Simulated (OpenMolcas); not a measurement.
# CH3BCl (SMILES C[B]Cl): a chain of runs

Wanted: a single-point energy (ROHF/ANO-RCC-MB), then the energy (CASSCF(3,3)/ANO-RCC-VDZP), then an energy scan (CASPT2(3,3)/ANO-RCC-VDZP), then the energy along one coordinate (SC-NEVPT2(3,3)/ANO-RCC-VDZP), then the energy along one coordinate (MC-PDFT[tPBE](3,3)/ANO-RCC-VDZP) of CH3BCl. 

The results are computed with OpenMolcas 26.06.

### 1 The molecule

CH3BCl: 6 atoms, total charge 0, spin state doublet. As SMILES, `C[B]Cl`. Geometry: relaxed at PBE0-D4/def2-TZVP.

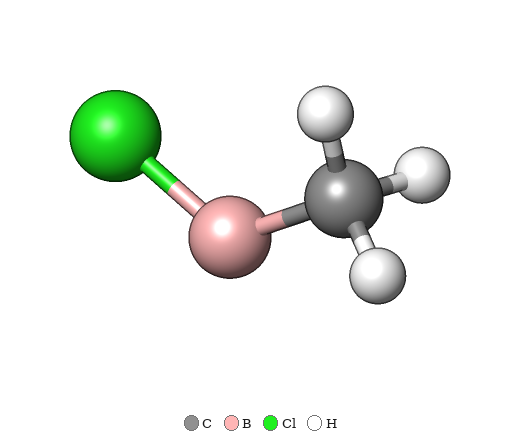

Viewed from a chosen angle; carbon grey, boron pink, chlorine green, hydrogen white.

### 2 The energy at ROHF/ANO-RCC-MB (DKH2) (run 1)

geom.xyz

```xyz
6

C     -0.289900     0.325200    -0.312400
B      0.195300    -1.059500     0.167700
Cl     1.467800    -1.355700     1.297800
H     -1.073500     0.641700     0.390700
H      0.494200     1.088800    -0.289700
H     -0.752000     0.295400    -1.300400
```

step1.inp

```
* CH3BCl Hartree-Fock

&GATEWAY
  COORD=geom.xyz
  BASIS=ANO-RCC-MB
  GROUP=NoSym

&SEWARD

&SCF
  UHF
  SPIN=2
  PRORBITALS=0

&RASSCF
  FILEORB=$Project.UnaOrb
  SPIN=2
  NACTEL=1 0 0
  INACTIVE=15
  RAS2=1
  OUTORBITALS=Canonical
  ORBLISTING=Nothing
```

On the command line:

```console
$ export MOLCAS_MEM=1860
$ pymolcas step1.inp > step1.log
```

Standard output:

```text
--- Start Module: gateway ---
[...]
--- Stop Module: gateway /rc=_RC_ALL_IS_WELL_ ---
[...]
      Basis functions           22
[...]
--- Start Module: scf ---
[...]
       Convergence after  13 Iterations
[...]
::    Total SCF energy                               -525.1072613445
[...]
      Total spin, S                                     0.5011726086
[...]
--- Stop Module: scf /rc=_RC_ALL_IS_WELL_ ---
--- Start Module: rasscf ---
[...]
      Number of active orbitals                  1
[...]
      Spin quantum number                      0.5
[...]
      Active orbitals                            1
[...]
      Number of CSFs                             1
[...]
      Number of root(s) required                 1
[...]
      Convergence after  7 iterations
[...]
      printout of CI-coefficients larger than  0.05 for root  1
      energy=    -525.106819
      conf/sym  1     Coeff  Weight
             1  u   1.00000 1.00000
      Natural orbitals and occupation numbers for root  1
      sym 1:   1.000000
      ************************************************************************************************************************
      *                                                    Final results                                                     *
[...]
::    RASSCF root number  1 Total energy:   -525.10681923
[...]
      Total electronic charge=   31.000000
      Total            charge=   -0.000000
[...]
      Dipole Moment (debye):
      Origin of the operator (angstrom)=    0.7976   -0.8709    0.6930
                   X= -1.1524E+00               Y=  9.5312E-01               Z= -9.0099E-01           Total=  1.7459E+00
      Quadrupole Moment (debye*angstrom):
[...]
--- Stop Module: rasscf /rc=_RC_ALL_IS_WELL_ ---
[...]
```

It took 2.2 s on 1 thread of Intel Xeon 6975P-C (Granite Rapids), shared host; peak memory 0.38 GiB.

### 3 The energy at CASSCF(3,3)/ANO-RCC-VDZP (DKH2) (run 2)

geom.xyz is that of step 2.

step2.inp

```
&GATEWAY
  COORD
  geom.xyz
  BASIS
  ANO-RCC-MB
  GROUP
  NoSym

&SEWARD

&RASSCF
  FILEORB
  $CurrDir/step1.RasOrb
  ALTER
  2
  1 12 15
  1 17 20
  SPIN
  2
  NACTEL
  3 0 0
  INACTIVE
  14
  RAS2
  3
  ORBLISTING
  Nothing
>>> COPY $Project.RunFile RUNFIL1
>>> COPY $Project.RasOrb INPORB

&GATEWAY
  COORD
  geom.xyz
  BASIS
  ANO-RCC-VDZP
  GROUP
  NoSym

&SEWARD
>>> COPY $Project.RunFile RUNFIL2

&EXPBAS

&RASSCF
  FILEORB
  $Project.ExpOrb
  SPIN
  2
  NACTEL
  3 0 0
  INACTIVE
  14
  RAS2
  3
  ORBLISTING
  Nothing
  ORBAPPEAR
  Compact
```

On the command line:

```console
$ export MOLCAS_MEM=1860
$ pymolcas step2.inp > step2.log
```

Standard output:

```text
[...]
      Basis functions           22
[...]
      Number of active orbitals                  3
[...]
      Spin quantum number                      0.5
[...]
      Active orbitals                            3
[...]
      Number of CSFs                             8
[...]
      Number of root(s) required                 1
[...]
      Convergence after 13 iterations
[...]
      printout of CI-coefficients larger than  0.05 for root  1
      energy=    -525.120954
      conf/sym  111     Coeff  Weight
             1  2u0   0.99545 0.99093
             8  0u2   0.09517 0.00906
      Natural orbitals and occupation numbers for root  1
      sym 1:   1.981868   0.999995   0.018137
      ************************************************************************************************************************
      *                                                    Final results                                                     *
[...]
::    RASSCF root number  1 Total energy:   -525.12095441
[...]
      Basis functions           61
[...]
      Convergence after 15 iterations
[...]
      Natural orbitals and occupation numbers for root  1
      sym 1:   1.982728   1.000004   0.017268
      ************************************************************************************************************************
      *                                                    Final results                                                     *
[...]
::    RASSCF root number  1 Total energy:   -525.26942618
[...]
      Total electronic charge=   31.000000
      Total            charge=   -0.000000
[...]
      Dipole Moment (debye):
      Origin of the operator (angstrom)=    0.7976   -0.8709    0.6930
                   X= -7.0958E-01               Y=  1.0837E+00               Z= -6.4214E-01           Total=  1.4458E+00
      Quadrupole Moment (debye*angstrom):
[...]
```

Run time: 7.5 s. Hardware: 1 thread of Intel Xeon 6975P-C (Granite Rapids), shared host; peak memory 0.41 GiB.

### 4 The energy along one coordinate at CASPT2(3,3)/ANO-RCC-VDZP (DKH2, ipea shift 0.25 Eh, pt2 variant SS) (run 3)

step3.input

```
* CH3BCl CASPT2
>>> COPY $CurrDir/step2.RasOrb $Project.RasOrb
>>> ForEach K in (1, 2, 3, 4, 5, 6, 7, 8, 9)
&GATEWAY
Coord=$CurrDir/point$K.xyz
Basis=ANO-RCC-VDZP
Group=NoSym
&SEWARD
&RASSCF
FileOrb=$Project.RasOrb
Spin=2
Nactel=3 0 0
Inactive=14
Ras2=3
OrbListing=Nothing
OrbAppear=Compact
&CASPT2
Imaginary=0.2
Frozen=7
>>> EndDo
```

On the command line:

```console
$ export MOLCAS_MEM=1860
$ pymolcas step3.input > step3.log
```

Standard output:

```text
[...]
      Basis functions           61
[...]
      Number of active orbitals                  3
[...]
      Spin quantum number                      0.5
[...]
      Active orbitals                            3
[...]
      Number of CSFs                             8
[...]
      Number of root(s) required                 1
[...]
      Convergence after 13 iterations
[...]
      printout of CI-coefficients larger than  0.05 for root  1
      energy=    -525.258587
      conf/sym  111     Coeff  Weight
             1  2u0   0.99701 0.99403
             8  0u2   0.07723 0.00596
      Natural orbitals and occupation numbers for root  1
      sym 1:   1.988062   1.000001   0.011936
      ************************************************************************************************************************
      *                                                    Final results                                                     *
[...]
::    RASSCF root number  1 Total energy:   -525.25858709
[...]
::    CASPT2 Root  1     Total energy:   -525.59923689
[...]
      Convergence after 13 iterations
[...]
      Natural orbitals and occupation numbers for root  1
      sym 1:   1.982749   1.000004   0.017247
      ************************************************************************************************************************
      *                                                    Final results                                                     *
[...]
      Convergence after 14 iterations
[...]
      Convergence after 15 iterations
[...]
      Convergence after 13 iterations
[...]
::    RASSCF root number  1 Total energy:   -525.12413070
[...]
::    CASPT2 Root  1     Total energy:   -525.45191402
[...]
      Convergence after 15 iterations
[...]
::    RASSCF root number  1 Total energy:   -525.11549078
[...]
::    CASPT2 Root  1     Total energy:   -525.44065176
[...]
```

Wall time 46 s (1 thread of Intel Xeon 6975P-C (Granite Rapids), shared host); peak memory 0.41 GiB.

The scan, from its lowest point:

```
H4–C1 (Å)  energy (kJ/mol)
    0.989             26.3
    1.099              0.0
    1.209             13.3
    1.374             67.7
    1.594            158.7
    1.869            262.2
    2.199            350.8
    2.638            413.1
    3.298            442.7
```

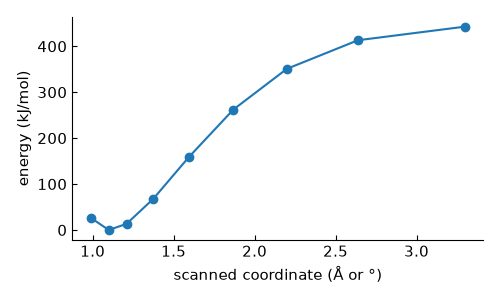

Energy along the scan.

### 5 The energy along one coordinate at SC-NEVPT2(3,3)/ANO-RCC-VDZP (DKH2, pt2 variant SC-NEVPT2) (run 4)

step4.input

```
>>> COPY $CurrDir/step2.RasOrb $Project.RasOrb
>>> ForEach K in (1, 2, 3, 4, 5, 6, 7, 8, 9)
&gateway
coord = $CurrDir/point$K.xyz
basis = ANO-RCC-VDZP
group = NoSym
&seward
&rasscf
fileorb = $Project.RasOrb
spin = 2
nactel = 3 0 0
inactive = 14
ras2 = 3
orblisting = Nothing
orbappear = Compact
&caspt2
sc-nevpt2
frozen = 7
>>> EndDo
```

On the command line:

```console
$ export MOLCAS_MEM=1860
$ pymolcas step4.input > step4.log
```

Standard output:

```text
[...]
      Basis functions           61
[...]
      Number of active orbitals                  3
[...]
      Spin quantum number                      0.5
[...]
      Active orbitals                            3
[...]
      Number of CSFs                             8
[...]
      Number of root(s) required                 1
[...]
      Convergence after 13 iterations
[...]
      printout of CI-coefficients larger than  0.05 for root  1
      energy=    -525.258587
      conf/sym  111     Coeff  Weight
             1  2u0   0.99701 0.99403
             8  0u2   0.07723 0.00596
      Natural orbitals and occupation numbers for root  1
      sym 1:   1.988062   1.000001   0.011936
      ************************************************************************************************************************
      *                                                    Final results                                                     *
[...]
::    RASSCF root number  1 Total energy:   -525.25858709
[...]
::    SC-NEVPT2 Root  1     Total energy:   -525.59359632
[...]
      Convergence after 13 iterations
[...]
      Natural orbitals and occupation numbers for root  1
      sym 1:   1.982749   1.000004   0.017247
      ************************************************************************************************************************
      *                                                    Final results                                                     *
[...]
      Convergence after 14 iterations
[...]
      Convergence after 15 iterations
[...]
      Convergence after 13 iterations
[...]
::    RASSCF root number  1 Total energy:   -525.12413070
[...]
::    SC-NEVPT2 Root  1     Total energy:   -525.44729976
[...]
      Convergence after 15 iterations
[...]
::    RASSCF root number  1 Total energy:   -525.11549078
[...]
::    SC-NEVPT2 Root  1     Total energy:   -525.43667006
[...]
```

Run time: 45 s. Hardware: 1 thread of Intel Xeon 6975P-C (Granite Rapids), shared host; peak memory 0.41 GiB.

The scan, from its lowest point:

```
H4–C1 (Å)  energy (kJ/mol)
    0.989             27.8
    1.099              0.0
    1.209             11.9
    1.374             64.9
    1.594            155.3
    1.869            259.3
    2.199            349.1
    2.638            411.9
    3.298            439.8
```

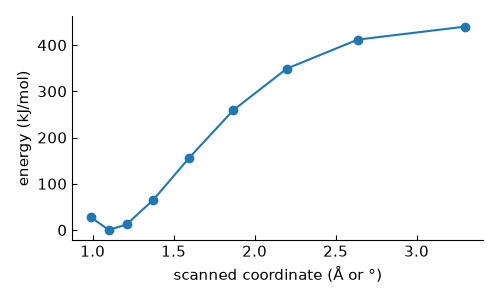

Energy along the scan.

### 6 An energy scan at MC-PDFT[tPBE](3,3)/ANO-RCC-VDZP (DKH2) (run 5)

step5.input

```
>>> COPY $CurrDir/step2.RasOrb $Project.RasOrb
>>> ForEach K in (1, 2, 3, 4, 5, 6, 7, 8, 9)

&GATEWAY
 Coord=$CurrDir/point$K.xyz
 Basis=ANO-RCC-VDZP
 Group=NoSym

&SEWARD

&RASSCF
 FileOrb=$Project.RasOrb
 Spin=2
 Nactel=3 0 0
 Inactive=14
 Ras2=3
 OrbListing=Nothing
 OrbAppear=Compact

&MCPDFT
 KSDFT=T:PBE
>>> EndDo
```

On the command line:

```console
$ export MOLCAS_MEM=1860
$ pymolcas step5.input > step5.log
```

Standard output:

```text
[...]
      Basis functions           61
[...]
      Number of active orbitals                  3
[...]
      Spin quantum number                      0.5
[...]
      Active orbitals                            3
[...]
      Number of CSFs                             8
[...]
      Number of root(s) required                 1
[...]
      Convergence after 13 iterations
[...]
      printout of CI-coefficients larger than  0.05 for root  1
      energy=    -525.258587
      conf/sym  111     Coeff  Weight
             1  2u0   0.99701 0.99403
             8  0u2   0.07723 0.00596
      Natural orbitals and occupation numbers for root  1
      sym 1:   1.988062   1.000001   0.011936
      ************************************************************************************************************************
      *                                                    Final results                                                     *
[...]
::    RASSCF root number  1 Total energy:   -525.25858709
[...]
::    MCPDFT root number  1 Total energy:   -526.09024188
[...]
      Convergence after 13 iterations
[...]
      Natural orbitals and occupation numbers for root  1
      sym 1:   1.982749   1.000004   0.017247
      ************************************************************************************************************************
      *                                                    Final results                                                     *
[...]
      Convergence after 14 iterations
[...]
      Convergence after 15 iterations
[...]
      Convergence after 13 iterations
[...]
::    RASSCF root number  1 Total energy:   -525.12413070
[...]
::    MCPDFT root number  1 Total energy:   -525.93365646
[...]
      Convergence after 15 iterations
[...]
::    RASSCF root number  1 Total energy:   -525.11549078
[...]
::    MCPDFT root number  1 Total energy:   -525.92250930
[...]
```

Wall time 49 s (1 thread of Intel Xeon 6975P-C (Granite Rapids), shared host); peak memory 0.41 GiB.

The scan, from its lowest point:

```
H4–C1 (Å)  energy (kJ/mol)
    0.989             26.1
    1.099              0.0
    1.209             13.2
    1.374             67.7
    1.594            160.4
    1.869            269.0
    2.199            366.4
    2.638            437.2
    3.298            466.5
```

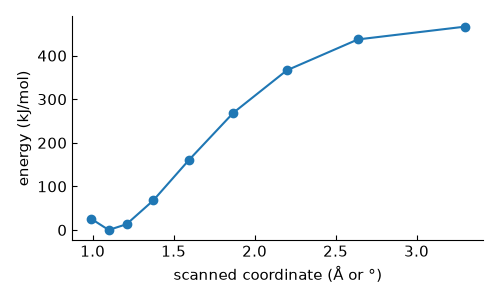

Energy along the scan.

### 7 Outcome

| quantity | value |
| --- | --- |
| run 1, ROHF/ANO-RCC-MB: total energy | -525.10682 Eh |
| run 1, ROHF/ANO-RCC-MB: dipole moment | 1.75 D |
| run 2, CASSCF(3,3)/ANO-RCC-VDZP: total energy | -525.26943 Eh |
| run 2, CASSCF(3,3)/ANO-RCC-VDZP: dipole moment (CASSCF density) | 1.45 D |
| run 3, CASPT2(3,3)/ANO-RCC-VDZP: lowest energy of the scan | -525.60927 Eh |
| run 4, SC-NEVPT2(3,3)/ANO-RCC-VDZP: lowest energy of the scan | -525.60418 Eh |
| run 5, MC-PDFT[tPBE](3,3)/ANO-RCC-VDZP: lowest energy of the scan | -526.10019 Eh |

In words: Mulliken charges (run 2, CASSCF(3,3)/ANO-RCC-VDZP) run from -0.18 on Cl3 to +0.19 on C1; they depend strongly on the basis.
